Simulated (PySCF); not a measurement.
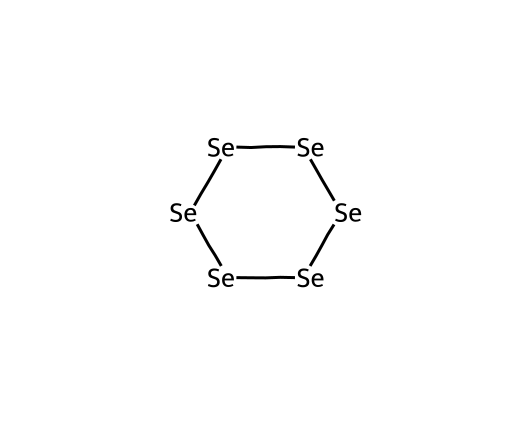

Simulated data, not a measurement (program: PySCF).

Transcribe the drawing into SMILES.

[Se]1[Se][Se][Se][Se][Se]1

What is the molecular formula?

Se6.

An optimisation with PBE0-D3(BJ)/def2-SVP gave a structure of which point group?

D3d.
